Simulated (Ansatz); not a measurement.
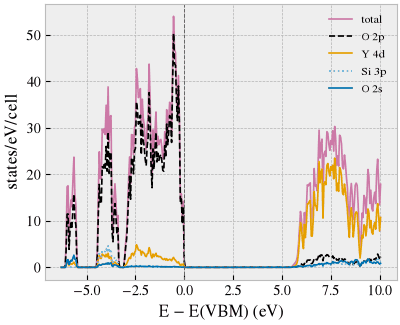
Total and projected density of states of Y2SiO5 in space group C2/c (No. 15; Pearson symbol mS64), r²SCAN (plane waves, PAW; program Ansatz)

Problem. Which orbitals carry the states next to the gap?

Solution. Top 1 eV of the valence band: O 2p 93 %. Bottom 1 eV of the conduction band: Y 4d 76 %, Y 5s 9 %, O 2p 8 %. Projections are on Löwdin-orthogonalised atomic valence shells; empty p or d shells of many metals are not among them.

Problem. Where is the tallest occupied peak in this window, and what makes it?

Solution. Near -0.5 eV, about 54 states/eV per cell; the largest projected share is O 2p.

The first step of the workflow began from a Materials Project structure, measured or hypothetical; the Crystallography Open Database files this formula in space group No. 15, but the cells were not matched. Its standing as an ambient phase is unchecked. The cell was relaxed with r²SCAN under the symmetry of its start; whether a distortion lowers the energy is not shown. No spin polarisation was allowed. Spin–orbit coupling is left out wherever it is not named.

Potentials: the later of the program's two PAW sets.
